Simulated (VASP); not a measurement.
Band structure of Li$_{3}$NaCl$_{4}$ (ordered alloy cell). These are PBEsol GGA, VASP's PBE PAW potentials (set 64) (plane waves; VASP 6.6.1) values and carry that method's errors.

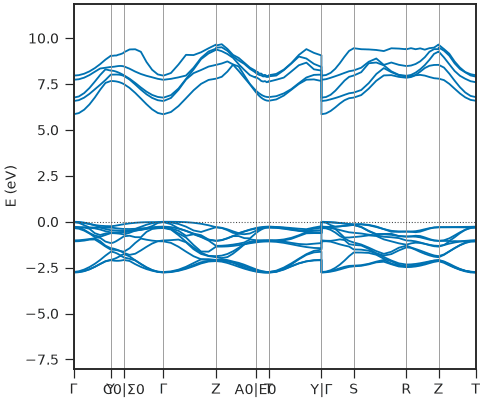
*Bands along high-symmetry lines, zero at the valence-band maximum or, without a gap, the Fermi level*

Problem. Read the plot: is there a gap, and where are the band edges?

Solution. The gap is direct, 5.86 eV, from the valence maximum at Γ to the conduction minimum at Γ. (Edges off the drawn lines would not show.)

The structure was generated: Li3NaCl4 was put into an ordered model structure (Cmmm), which need not be its known phase. It was relaxed first.
